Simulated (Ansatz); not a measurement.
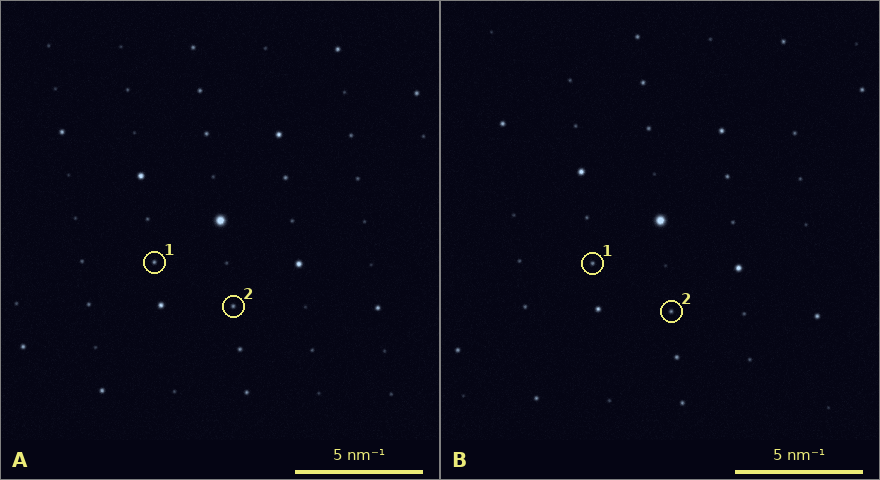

Kinematic electron diffraction patterns (300 kV, B = 0.5 Å², same scale) along [111] of the run's own cell, for the start and the end of one relaxation of RbGe5S8 with DFT, PAW plane waves, r2scan (Ansatz 0.2.0). k mesh 5×5×2. The start is a generated model structure, and the relaxation ends in the nearest stationary point of its symmetry, not necessarily the ground state. Spot 1 is -1 0 1 and spot 2 is 0 -2 2 in both.

Start structure:

```yaml
crystal:
  lattice:
    - [0.00000, 3.53990, 0.00000]
    - [9.14458, -1.76995, 0.00000]
    - [2.25793, 0.00000, -8.58232]
  atoms:
    - { symbol: S, position: [0.23910, 0.47820, 0.84510] }
    - { symbol: S, position: [0.76090, 0.52180, 0.15490] }
    - { symbol: Rb, position: [0.50000, 0.00000, 0.50000] }
    - { symbol: S, position: [0.16950, 0.33900, 0.51310] }
    - { symbol: S, position: [0.83050, 0.66100, 0.48690] }
    - { symbol: S, position: [0.08690, 0.17380, 0.17240] }
    - { symbol: S, position: [0.91310, 0.82620, 0.82760] }
    - { symbol: S, position: [0.57520, 0.15040, 0.84380] }
    - { symbol: S, position: [0.42480, 0.84960, 0.15620] }
    - { symbol: Ge, position: [0.29490, 0.58980, 0.33540] }
    - { symbol: Ge, position: [0.70510, 0.41020, 0.66460] }
    - { symbol: Ge, position: [0.34220, 0.68440, 0.98230] }
    - { symbol: Ge, position: [0.65780, 0.31560, 0.01770] }
    - { symbol: Ge, position: [0.00000, 0.00000, 0.00000] }
```

Which pattern belongs to the start structure, and which to the relaxed one?

Answer. B is the start: its cell gives d(1) = 3.163 Å, d(2) = 2.750 Å and an angle of 64.2°. A is the relaxed structure, with d(1) = 3.250 Å (+2.7 %), d(2) = 2.906 Å (+5.7 %) and 66.0°.

Name reflections whose intensity changes strongly on relaxation.

Answer. 1 1 -2 goes from 34 to 59 % of the strongest spot.

What did the relaxation do to the structure and the energy?

Answer. The volume changed by +12.8 % to 22.39 Å³ an atom; with the mean shift removed, the atoms moved by up to 0.27 Å relative to the cell (S most); the space group stayed C2/m (No. 12); the free energy fell by 47 meV an atom. Relaxed cell: a = 3.582 Å, b = 9.137 Å, c = 10.081 Å, α = 75.93°, β = 90.00°, γ = 101.30°.
